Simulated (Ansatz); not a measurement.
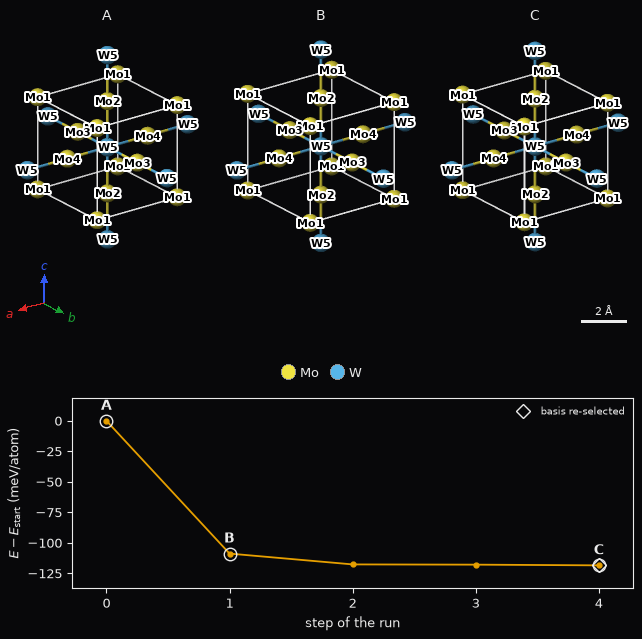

Frames of a relaxation of crystalline Mo₄W (a generated structure, set up in Pm-3m) (coarse preliminary run), marked on the history of the run. Style: ball-and-stick. Shown: the cell of the calculation, from a free direction.

Computed with DFT PBE, scalar-relativistic, plane waves, PAW in Ansatz. (plane-wave cutoff 420 eV; k-point mesh 4 × 4 × 4; occupations gaussian; smearing width 0.1 eV; no spin polarisation; cell and atoms relaxed; force threshold 0.04 eV/Å; at most 70 steps)

Describe the path.

After 3 accepted moves (4 points after the start) the energy has fallen by 118 meV per atom. All forces vanish by symmetry, so only the cell relaxes. The pressure goes from 19.59 to 0.03 GPa. The SCF was repeated once at an unchanged geometry on a basis and grid sized afresh for the cell, which shifted the energy by 0.6 meV per atom at most. The atoms keep their places relative to the cell (all moves are under 0.005 Å). The drawn cell changes as follows: a = b = c 4.493 → 4.663 Å (+3.8 %); the volume changes by +11.7 %. Some distances before and after: Mo2–W5 2.247 → 2.331 Å. The space group stays Pm-3m (No. 221). From step 0 to 1: volume +15.3 %, energy −109 meV per atom. From step 1 to 4: volume −3.1 %, energy −9.6 meV per atom.

```tsv
step	E − E(0), meV/atom	pressure, GPa	volume, Å³/atom	note
0	0.00	19.59	18.141	
1	-108.73	-4.29	20.926	
2	-117.59	-0.63	20.365	
3	-117.79	0.02	20.272	
4	-118.36	0.03	20.272	same geometry, new basis
```
